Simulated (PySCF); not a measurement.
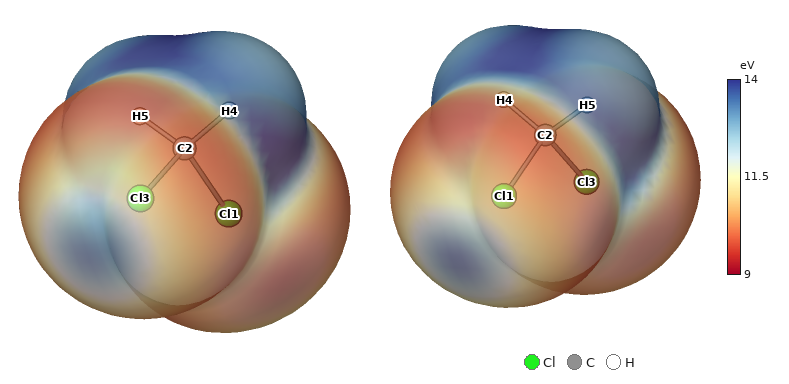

CH$_{2}$Cl$_{2}$, SMILES `ClCCl`. Average local ionisation energy on the surface of electron density 0.001 a.u. (back view left, front view right).

Level of theory: B3LYP/def2-SVPD (PySCF), at a geometry from GFN2-xTB. No frequency check shows the geometry to be a minimum. GFN2-xTB bond lengths at metals and heavier atoms can be off by up to 0.1 Å and shapes distorted, which carries into these values.

Coordinates in Å:

```
Cl1      1.4619   -0.2195    0.0000
C2      -0.0000    0.7810    0.0000
Cl3     -1.4619   -0.2195    0.0000
H4       0.0000    1.3893    0.9030
H5      -0.0000    1.3893   -0.9030
```

### Where are the most loosely bound electrons on this surface?

The lowest value is 9.9 eV, 2.1 Å from Cl3, and at like points elsewhere. For comparison, the highest occupied orbital lies at −8.6 eV.

Run time: 4.8 s on 1 thread of Intel(R) Xeon(R) Platinum 8488C (Sapphire Rapids) (shared host), peak memory 0.36 GiB.
